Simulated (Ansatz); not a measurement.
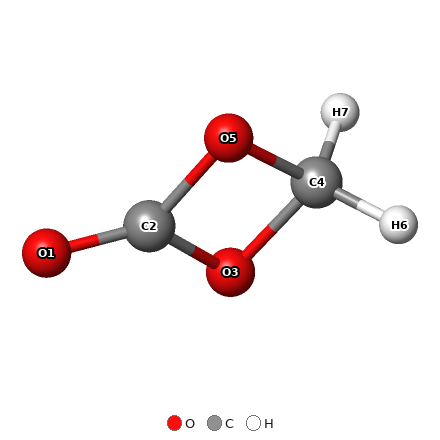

The system is C₂H₂O₃, SMILES O=C1OCO1; the picture shows the reference structure. 
- Coordinates scanned: (1) bond length C4–H6; (2) bond length C4–H7.
- Nothing is relaxed (all other coordinates rigid).
- Grid: 15 × 15 points.
- Points are written as (first, second).
- All energies are given in eV relative to the lowest grid point.
- The reference is spin-restricted, which grows unreliable where a bond is stretched far.
- Level of theory: Ansatz 0.2.0, RKS SPW92 (LDA)/def2-TZVP.

Its coordinates:

```yaml
atoms:
  - { symbol: O, position_ang: [-0.3707, -2.2392, 0.1603] }
  - { symbol: C, position_ang: [-0.1737, -1.0816, 0.0736] }
  - { symbol: O, position_ang: [0.9195, -0.3088, 0.3646] }
  - { symbol: C, position_ang: [0.1474, 0.8051, -0.0675] }
  - { symbol: O, position_ang: [-0.9586, -0.0428, -0.3527] }
  - { symbol: H, position_ang: [-0.0630, 1.5171, 0.7475] }
  - { symbol: H, position_ang: [0.5603, 1.2823, -0.9716] }
```

Range: bond length C4–H6 from 0.970 to 1.378 Å; bond length C4–H7 from 0.904 to 1.654 Å.

**What landscape does the calculation give?**

The lowest grid point is at (1.116 Å, 1.118 Å). No other kind of well shows on this grid. The highest grid point, (1.378 Å, 1.654 Å), lies 2.66 eV above the lowest. Round the minimum the contours are nearly round: the two directions are equally stiff and uncoupled.

```tsv
bond length C4–H7 ↓, bond length C4–H6 →	0.970	0.999	1.029	1.058	1.087	1.116	1.145	1.174	1.203	1.232	1.262	1.291	1.320	1.349	1.378
1.654	2.25	2.10	1.99	1.93	1.90	1.91	1.93	1.98	2.04	2.12	2.22	2.32	2.43	2.54	2.66
1.600	2.02	1.87	1.76	1.70	1.67	1.68	1.70	1.75	1.81	1.89	1.99	2.09	2.19	2.31	2.43
1.547	1.79	1.64	1.53	1.47	1.44	1.45	1.47	1.52	1.58	1.66	1.75	1.85	1.96	2.08	2.19
1.493	1.55	1.40	1.30	1.24	1.21	1.21	1.24	1.28	1.35	1.42	1.52	1.62	1.73	1.84	1.96
1.440	1.32	1.17	1.07	1.01	0.98	0.98	1.01	1.05	1.12	1.19	1.29	1.39	1.49	1.61	1.73
1.386	1.10	0.95	0.84	0.78	0.75	0.75	0.78	0.83	0.89	0.97	1.06	1.16	1.26	1.38	1.50
1.332	0.89	0.74	0.63	0.57	0.54	0.54	0.56	0.61	0.67	0.75	0.84	0.94	1.05	1.16	1.28
1.279	0.70	0.55	0.44	0.38	0.35	0.35	0.37	0.42	0.48	0.56	0.65	0.75	0.85	0.97	1.08
1.225	0.53	0.38	0.27	0.21	0.18	0.18	0.21	0.25	0.31	0.39	0.48	0.58	0.68	0.80	0.91
1.172	0.41	0.26	0.16	0.09	0.06	0.06	0.09	0.13	0.19	0.27	0.36	0.46	0.56	0.67	0.79
1.118	0.35	0.20	0.09	0.03	0.00	0.00	0.02	0.07	0.13	0.20	0.29	0.39	0.50	0.61	0.72
1.065	0.38	0.22	0.12	0.05	0.02	0.02	0.04	0.09	0.15	0.22	0.31	0.41	0.51	0.62	0.74
1.011	0.51	0.36	0.25	0.18	0.15	0.15	0.17	0.22	0.28	0.35	0.44	0.54	0.64	0.75	0.87
0.958	0.79	0.64	0.53	0.47	0.43	0.43	0.45	0.50	0.56	0.63	0.72	0.82	0.92	1.03	1.14
0.904	1.28	1.13	1.02	0.96	0.92	0.92	0.94	0.99	1.05	1.12	1.21	1.30	1.41	1.52	1.63
```

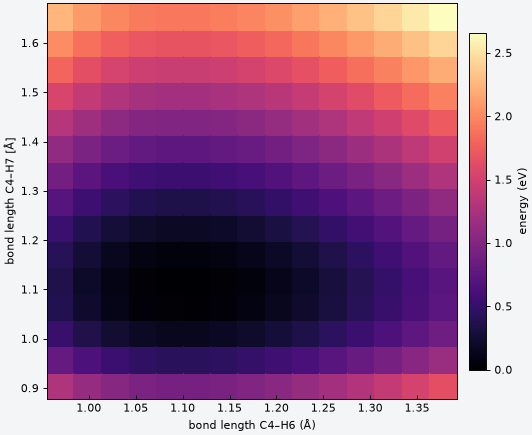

Drawn: one coloured cell a grid point.

Time for the 225 points that were run: 5 min on 1 thread of AMD EPYC 9R45 96-Core Processor (Zen 5), on a shared host.
